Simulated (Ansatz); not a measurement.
## Geometry relaxation of Si$_{2}$H$_{2}$OF$_{2}$ (charge +1)

The run: geometry relaxation of Si$_{2}$H$_{2}$OF$_{2}$, charge +1, multiplicity 2. Method and program: HF/3-21G, UHF (Ansatz 0.2.0).

The starting geometry was optimised with HF/3-21G. Figures and captions count atoms from 1; the log counts them from 0 in places.

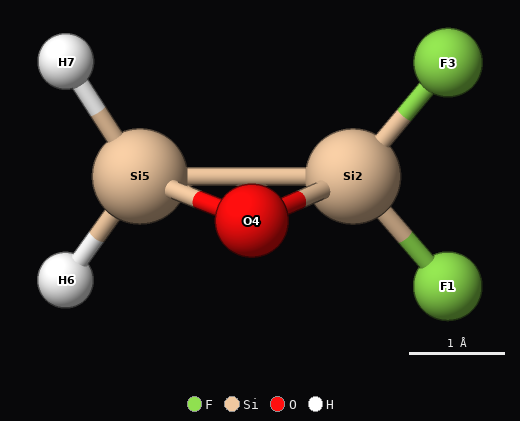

*The starting structure (ball-and-stick view, seen at a tilt; atoms are numbered from 1 in the order of the input).*

Summary

```json
{"quantity": "outcome", "value": "converged"}
{"quantity": "total energy", "value": "−848.100013 hartree"}
{"quantity": "basis functions", "value": "57"}
{"quantity": "largest force", "value": "0.004 eV/Å"}
{"quantity": "⟨S²⟩", "value": "0.753"}
{"quantity": "SCF solution under orbital rotations", "value": "stable"}
{"quantity": "hardware", "value": "1 thread of Arm Neoverse V1, 112 GiB of memory available, shared host"}
{"quantity": "wall time", "value": "22 s"}
{"quantity": "peak memory", "value": "0.14 GiB"}
```

The input
```yaml
crystal:
  periodic: [false, false, false]
  atoms:
    - symbol: F
      position_ang: [0.421824, -1.651421, 1.715558]
    - symbol: Si
      position_ang: [0.034331, -1.028659, 0.281845]
    - symbol: F
      position_ang: [-0.201068, -2.332038, -0.634292]
    - symbol: O
      position_ang: [1.128847, 0.082894, -0.330239]
    - symbol: Si
      position_ang: [-0.266286, 1.127081, -0.262865]
    - symbol: H
      position_ang: [-0.223656, 2.199703, 0.740614]
    - symbol: H
      position_ang: [-0.832492, 1.534440, -1.556222]
basis:
  gaussian:
    orbitals: 3-21G.json
total_charge: 1
magnetization:
  spin_polarized: true
  initial_magnetization: 1
hamiltonian:
  xc: hf
relax: {}
```

Launched with:
```bash
ansatz run run.yaml --threads 1 --pin off --max-ram 3480MiB --events-out events.jsonl --progress --plain --runs-dir runs
```

The program's output
```
The last accepted step is kept in runs//last_step.txt (removed where the run ends without a failure and the disk answers)
Functional definition: HF
  name "HF"
  exchange = exact_x
  correlation = 0
641 factors; integrals over basis functions are off by at most 2.6e-4 eV
mean field evaluation 1: about -23067.0318 eV, gradient 4.5e1 eV
mean field evaluation 2: about -23067.0385 eV, gradient 4.5e1 eV
mean field evaluation 4: about -23074.8576 eV, gradient 3.7e0 eV
mean field evaluation 8: about -23075.1398 eV, gradient 2.7e-1 eV
mean field evaluation 16: about -23074.4721 eV, gradient 3.4e0 eV
mean field evaluation 32: about -23073.8904 eV, gradient 2.4e-1 eV
mean field evaluation 64: about -23073.8853 eV, gradient 3.8e-1 eV
mean field -23075.14357313 eV, -847.9958854185 hartree, gradient 2.4e-5 eV, S^2 0.769256; 2 other end points of the search recorded, 0 dependent functions left out
the calculation of the forces begins
reference -23075.14357313 eV, -847.9958854185 hartree; 28, 27 occupied and 29, 30 virtual orbitals, 641 factors
relax step   1: F+E_penalty+E_count = -23075.14357313 eV  Δ(F+E_penalty+E_count) = +0.000e0 eV  max|allowed force component| = 5.349e0 eV/Å  Δτ_max = 0.0000 Å  (156 SCF iters, accepted)
these checks for a lower state are left out or cut short: starts, cluster_reference, orbital_swaps, neighbouring_geometries, increment
641 factors; integrals over basis functions are off by at most 2.6e-4 eV
mean field -23075.61615179 eV, -848.0132523640 hartree, gradient 5.6e-5 eV, S^2 0.767665; 0 other end points of the search recorded, 0 dependent functions left out
[... from here on the field's lines of each further geometry are left out, up to the last ...]
relax step   2: F+E_penalty+E_count = -23075.61615179 eV  Δ(F+E_penalty+E_count) = -4.726e-1 eV  max|allowed force component| = 2.568e0 eV/Å  Δτ_max = 0.1307 Å  (37 SCF iters, accepted)
relax step   3: F+E_penalty+E_count = -23075.88862372 eV  Δ(F+E_penalty+E_count) = -2.725e-1 eV  max|allowed force component| = 8.820e-1 eV/Å  Δτ_max = 0.1886 Å  (41 SCF iters, accepted)
relax step   4: F+E_penalty+E_count = -23076.17834477 eV  Δ(F+E_penalty+E_count) = -2.897e-1 eV  max|allowed force component| = 1.511e0 eV/Å  Δτ_max = 0.1379 Å  (33 SCF iters, accepted)
relax step   5: F+E_penalty+E_count = -23076.67478144 eV  Δ(F+E_penalty+E_count) = -4.964e-1 eV  max|allowed force component| = 1.963e0 eV/Å  Δτ_max = 0.1964 Å  (40 SCF iters, accepted)
relax step   6: F+E_penalty+E_count = -23077.10231233 eV  Δ(F+E_penalty+E_count) = -4.275e-1 eV  max|allowed force component| = 1.526e0 eV/Å  Δτ_max = 0.1948 Å  (36 SCF iters, accepted)
relax step   7: F+E_penalty+E_count = -23077.43244535 eV  Δ(F+E_penalty+E_count) = -3.301e-1 eV  max|allowed force component| = 1.331e0 eV/Å  Δτ_max = 0.1985 Å  (36 SCF iters, accepted)
relax step   8: F+E_penalty+E_count = -23077.66995475 eV  Δ(F+E_penalty+E_count) = -2.375e-1 eV  max|allowed force component| = 2.500e0 eV/Å  Δτ_max = 0.1952 Å  (34 SCF iters, accepted)
relax step   9: F+E_penalty+E_count = -23077.85924695 eV  Δ(F+E_penalty+E_count) = -1.893e-1 eV  max|allowed force component| = 1.341e0 eV/Å  Δτ_max = 0.2000 Å  (32 SCF iters, accepted)
relax step  10: F+E_penalty+E_count = -23077.95576626 eV  Δ(F+E_penalty+E_count) = -9.652e-2 eV  max|allowed force component| = 3.384e-1 eV/Å  Δτ_max = 0.2000 Å  (34 SCF iters, accepted)
relax step  11: F+E_penalty+E_count = -23077.97381664 eV  Δ(F+E_penalty+E_count) = -1.805e-2 eV  max|allowed force component| = 2.292e-1 eV/Å  Δτ_max = 0.0713 Å  (35 SCF iters, accepted)
relax step  12: F+E_penalty+E_count = -23077.97655423 eV  Δ(F+E_penalty+E_count) = -2.738e-3 eV  max|allowed force component| = 6.514e-2 eV/Å  Δτ_max = 0.0201 Å  (28 SCF iters, accepted)
relax step  13: F+E_penalty+E_count = -23077.97702373 eV  Δ(F+E_penalty+E_count) = -4.695e-4 eV  max|allowed force component| = 1.146e-2 eV/Å  Δτ_max = 0.0045 Å  (29 SCF iters, accepted)
the calculation of the forces begins
reference -23077.97703142 eV, -848.1000130900 hartree; 28, 27 occupied and 29, 30 virtual orbitals, 641 factors
relax step  14: F+E_penalty+E_count = -23077.97703142 eV  Δ(F+E_penalty+E_count) = -7.693e-6 eV  max|allowed force component| = 3.680e-3 eV/Å  Δτ_max = 0.0014 Å  (30 SCF iters, accepted)
641 factors; integrals over basis functions are off by at most 3.0e-4 eV
mean field evaluation 160: about -23077.9056 eV, gradient 2.6e0 eV
```

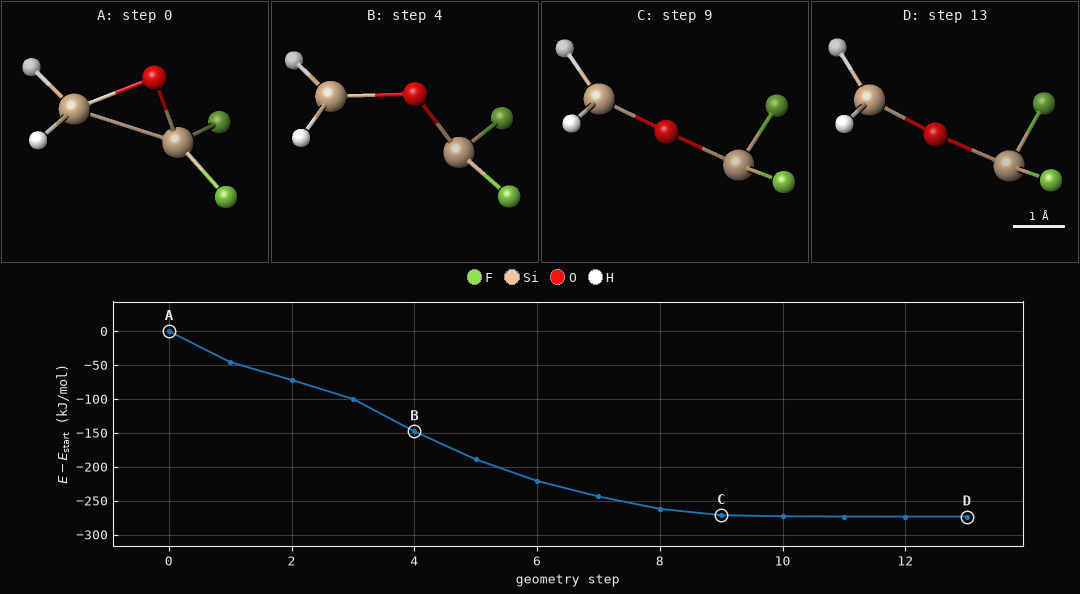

*Frames of the relaxation (ball-and-stick view, seen at a tilt) above the curves, on which the letters mark them (the first geometry is step 0 here and step 1 in the log).*

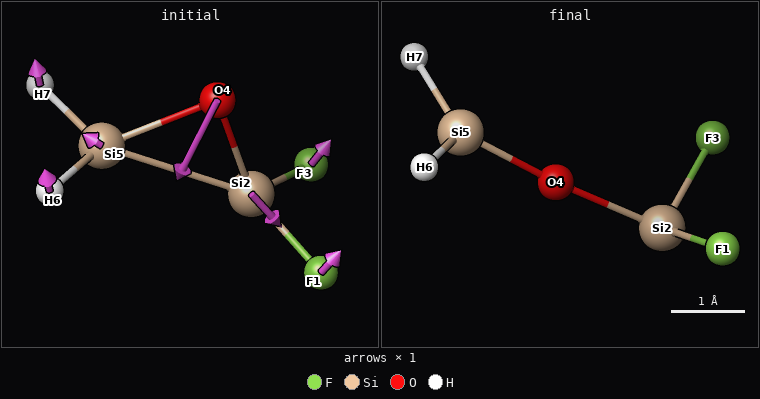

*Before (left) and after (right) the relaxation, at one scale (ball-and-stick view, seen at a tilt). The pink arrows give the displacements, at true length.*

After 13 geometry steps the energy has fallen by 273.4 kJ/mol. Largest force component: 5.3 eV/Å at the start, 0.0037 eV/Å at the end. The atom that moves furthest after the best rigid fit is O4 (1.49 Å). By element the largest moves are O 1.49 Å, Si 0.73 Å, F 0.52 Å, H 0.45 Å. Distances before and after: Si2–Si5 2.244 → 3.266 Å, O4–Si5 1.744 → 1.586 Å, Si5–H6 1.469 → 1.456 Å, Si2–O4 1.676 → 1.683 Å. Bonds break: Si2–Si5 (2.24 → 3.27 Å). Among the angles that change: Si2–O4–Si5 82.0° → 175.2°, F1–Si2–O4 115.1° → 103.9°, H6–Si5–H7 114.2° → 124.5°. (Atoms are counted from 1 in the order of the input.)

```
mean field -23077.97703142 eV, -848.1000130900 hartree, gradient 7.3e-5 eV, S^2 0.752602; 1 other end points of the search recorded, 0 dependent functions left out
the calculation of the forces begins
reference -23077.97703142 eV, -848.1000130900 hartree; 28, 27 occupied and 29, 30 virtual orbitals, 641 factors
Total energy: -23077.97703142 eV, -848.1000130900 hartree
Atom 0 at     0.924502    -1.709495     1.636678 Å, force    -0.000681     0.000262    -0.000021 eV/Å
Atom 1 at    -0.244088    -1.654640     0.537098 Å, force     0.001099    -0.003680     0.000761 eV/Å
Atom 2 at     0.283677    -2.408908    -0.778288 Å, force    -0.000640     0.000307     0.000240 eV/Å
Atom 3 at    -0.295072    -0.035060     0.081548 Å, force     0.000482     0.001601    -0.000625 eV/Å
Atom 4 at    -0.215061     1.480429    -0.378772 Å, force    -0.000187     0.000691    -0.000157 eV/Å
Atom 5 at     0.121696     2.477493     0.627885 Å, force     0.000074     0.000513     0.000329 eV/Å
Atom 6 at    -0.514155     1.782182    -1.771751 Å, force    -0.000147     0.000306    -0.000528 eV/Å
Dipole moment:    -0.730439     1.878132    -0.350250 e Å
```

Trajectory as extended XYZ (Å, eV, eV/Å), 14 frames, from step=1 to step=14
```
7
Properties=species:S:1:pos:R:3:forces:R:3 step=1 energy=-23075.14357
F     0.4218   -1.6514    1.7156   -0.4246   0.7840  -0.5807
Si    0.0343   -1.0287    0.2818    0.4788  -5.3490   1.4224
F    -0.2011   -2.3320   -0.6343   -0.2105   1.0180   0.2272
O     1.1288    0.0829   -0.3302    0.6731   0.6388  -0.3634
Si   -0.2663    1.1271   -0.2629   -0.4533   3.8131  -0.9843
H    -0.2237    2.1997    0.7406   -0.0199  -0.4395   0.1840
H    -0.8325    1.5344   -1.5562   -0.0436  -0.4653   0.0949
7
Properties=species:S:1:pos:R:3:forces:R:3 step=2 energy=-23075.61615
F     0.3945   -1.6367    1.7414   -0.1488   0.4437  -0.4266
Si    0.0774   -1.0629    0.2803    0.5845  -2.5682   0.5889
F    -0.2389   -2.3288   -0.6481    0.0062   0.6131   0.1583
O     1.1455    0.1004   -0.3397   -1.0107   0.5342   0.1132
Si   -0.2030    1.2313   -0.3098    0.3155   1.2914  -0.4577
H    -0.2344    2.1669    0.8322    0.0375  -0.2544  -0.3242
H    -0.8796    1.4618   -1.6019    0.2158  -0.0597   0.3481
7
Properties=species:S:1:pos:R:3:forces:R:3 step=3 energy=-23075.88862
F     0.4134   -1.6614    1.7974    0.4429  -0.3156  -0.0330
Si    0.1480   -1.2034    0.3024   -0.8420   0.8489  -0.0240
F    -0.2449   -2.3802   -0.6855    0.4465  -0.3111  -0.0199
O     1.0247    0.0922   -0.3052   -0.7868   0.4570   0.0765
Si   -0.1101    1.3808   -0.3777   -0.0139  -0.8820   0.2588
H    -0.2610    2.2060    0.8332    0.2989   0.0161  -0.4231
H    -0.9086    1.4980   -1.6101    0.4544   0.1868   0.1647
7
Properties=species:S:1:pos:R:3:forces:R:3 step=4 energy=-23076.17835
F     0.5067   -1.7624    1.7873    0.2674   0.0183  -0.3603
Si    0.0478   -1.2502    0.3425   -0.6113  -0.6680   0.3540
F    -0.1449   -2.4740   -0.6703    0.3981   0.1620   0.1331
O     0.8959    0.0731   -0.2656   -1.5109   1.2818   0.0295
Si   -0.1707    1.4071   -0.3693    1.3204  -0.5585  -0.1886
H    -0.2145    2.3213    0.7800    0.0084  -0.1833  -0.2095
H    -0.8587    1.6171   -1.6503    0.1278  -0.0523   0.2418
7
Properties=species:S:1:pos:R:3:forces:R:3 step=5 energy=-23076.67478
F     0.6071   -1.8359    1.7815   -0.0218   0.3467  -0.8529
Si   -0.0587   -1.3289    0.3936    0.0345  -1.8175   0.5161
F    -0.0443   -2.5473   -0.6752    0.3265   0.7278   0.4620
O     0.7070    0.0627   -0.2125   -1.9634   1.6952   0.0297
Si   -0.1378    1.4983   -0.4044    1.4164  -1.0301  -0.0775
H    -0.1832    2.3944    0.7532    0.0587  -0.0107  -0.2096
H    -0.8286    1.6888   -1.6817    0.1491   0.0886   0.1321
7
Properties=species:S:1:pos:R:3:forces:R:3 step=6 energy=-23077.10231
F     0.6851   -1.8689    1.7772   -0.3878   0.4729  -1.1457
Si   -0.1293   -1.4156    0.4374    1.1000  -1.0238   0.0043
F     0.0306   -2.5836   -0.6914    0.1228   1.0307   0.7810
O     0.5183    0.0811   -0.1678   -1.5256  -0.4139   0.5245
Si   -0.0907    1.5581   -0.4342    0.1923  -0.6274   0.1304
H    -0.1542    2.4326    0.7317    0.2284   0.2580  -0.2255
H    -0.7984    1.7283   -1.6985    0.2698   0.3035  -0.0690
7
Properties=species:S:1:pos:R:3:forces:R:3 step=7 energy=-23077.43244
F     0.7533   -1.8767    1.7609   -0.3995   0.3158  -0.9138
Si   -0.1646   -1.5017    0.4717    1.0278  -0.4151  -0.1523
F     0.0989   -2.5912   -0.7069    0.0270   0.7813   0.6949
O     0.3317    0.0480   -0.1087   -1.2677   0.2006   0.2780
Si   -0.0972    1.5772   -0.4380   -0.0020  -1.3309   0.3858
H    -0.1092    2.4893    0.6991    0.2960   0.2118  -0.1888
H    -0.7514    1.7872   -1.7237    0.3185   0.2366  -0.1038
7
Properties=species:S:1:pos:R:3:forces:R:3 step=8 energy=-23077.66996
F     0.8032   -1.8568    1.7293   -0.1607   0.2655  -0.5632
Si   -0.1759   -1.5358    0.4846    0.3414  -0.6088   0.0862
F     0.1545   -2.5650   -0.7166    0.0824   0.5305   0.3531
O     0.1437    0.0403   -0.0566   -0.1840  -2.5005   0.7732
Si   -0.1319    1.5236   -0.4133   -0.5735   2.3709  -0.5349
H    -0.0471    2.5115    0.6668    0.2058  -0.0741  -0.2135
H    -0.6850    1.8142   -1.7397    0.2887   0.0166   0.0991
7
Properties=species:S:1:pos:R:3:forces:R:3 step=9 energy=-23077.85925
F     0.8707   -1.8157    1.6662   -0.4000   0.1505  -0.1469
Si   -0.2488   -1.6019    0.5230    1.0888  -0.2962  -0.2023
F     0.2374   -2.5072   -0.7219   -0.3036   0.2552   0.2155
O    -0.0412   -0.0041    0.0053   -0.5083  -1.1339   0.4632
Si   -0.1577    1.5052   -0.4011   -0.2705   1.3414  -0.3170
H     0.0186    2.5255    0.6411    0.1495  -0.2103  -0.1847
H    -0.6174    1.8303   -1.7581    0.2441  -0.1067   0.1723
7
Properties=species:S:1:pos:R:3:forces:R:3 step=10 energy=-23077.95577
F     0.9113   -1.7806    1.6508   -0.0346   0.1831  -0.0619
Si   -0.2294   -1.6371    0.5281   -0.0665  -0.3384   0.1155
F     0.2752   -2.4747   -0.7470   -0.0264   0.1922  -0.0303
O    -0.2324   -0.0216    0.0612    0.1245  -0.1374   0.0063
Si   -0.2020    1.4968   -0.3870   -0.1071   0.2024  -0.0300
H     0.0822    2.5167    0.6044    0.1017   0.0002   0.1764
H    -0.5434    1.8326   -1.7561    0.0083  -0.1020  -0.1760
7
Properties=species:S:1:pos:R:3:forces:R:3 step=11 energy=-23077.97382
F     0.9285   -1.7141    1.6316   -0.1229   0.0306  -0.0408
Si   -0.2494   -1.6526    0.5379    0.2292  -0.0278  -0.0527
F     0.2902   -2.4106   -0.7742   -0.0933   0.0629   0.0711
O    -0.2988   -0.0314    0.0816   -0.0709  -0.0395   0.0300
Si   -0.2298    1.4859   -0.3764    0.1718  -0.0385  -0.0344
H     0.1298    2.4767    0.6323   -0.0731  -0.0115  -0.0477
H    -0.5090    1.7781   -1.7784   -0.0408   0.0238   0.0744
7
Properties=species:S:1:pos:R:3:forces:R:3 step=12 energy=-23077.97655
F     0.9264   -1.7100    1.6334   -0.0317   0.0069   0.0050
Si   -0.2474   -1.6562    0.5384    0.0651   0.0045  -0.0186
F     0.2869   -2.4077   -0.7766   -0.0311   0.0076   0.0076
O    -0.3006   -0.0359    0.0833    0.0231   0.0595  -0.0235
Si   -0.2109    1.4800   -0.3797   -0.0604  -0.0473   0.0297
H     0.1217    2.4788    0.6282    0.0125  -0.0210  -0.0189
H    -0.5146    1.7830   -1.7727    0.0225  -0.0101   0.0187
7
Properties=species:S:1:pos:R:3:forces:R:3 step=13 energy=-23077.97702
F     0.9248   -1.7087    1.6366   -0.0088   0.0000  -0.0084
Si   -0.2443   -1.6547    0.5372    0.0115  -0.0111   0.0002
F     0.2839   -2.4082   -0.7788   -0.0039   0.0054   0.0103
O    -0.2964   -0.0352    0.0820    0.0032   0.0009  -0.0012
Si   -0.2150    1.4801   -0.3787   -0.0025   0.0015   0.0002
H     0.1221    2.4770    0.6278    0.0009   0.0023   0.0018
H    -0.5137    1.7817   -1.7717   -0.0003   0.0010  -0.0028
7
Properties=species:S:1:pos:R:3:forces:R:3 step=14 energy=-23077.97703
F     0.9245   -1.7095    1.6367   -0.0007   0.0003   0.0000
Si   -0.2441   -1.6546    0.5371    0.0011  -0.0037   0.0008
F     0.2837   -2.4089   -0.7783   -0.0006   0.0003   0.0002
O    -0.2951   -0.0351    0.0815    0.0005   0.0016  -0.0006
Si   -0.2151    1.4804   -0.3788   -0.0002   0.0007  -0.0002
H     0.1217    2.4775    0.6279    0.0001   0.0005   0.0003
H    -0.5142    1.7822   -1.7718   -0.0001   0.0003  -0.0005
```

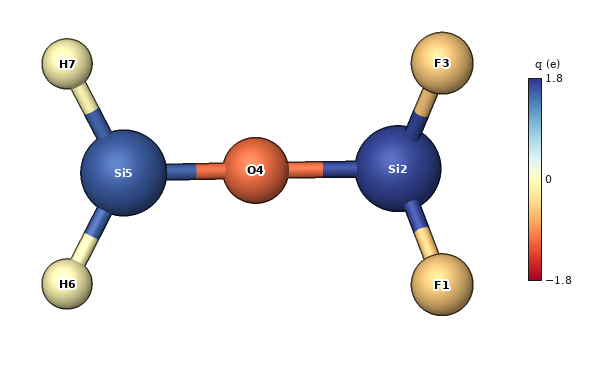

*Mulliken charges, as the colour of each atom (ball-and-stick view, seen on its broad side; atoms are numbered from 1 in the order of the input; Mulliken charges depend strongly on the basis).*

By element: F −0.50, Si +1.55 to +1.69, O −1.06 and H −0.09 e.
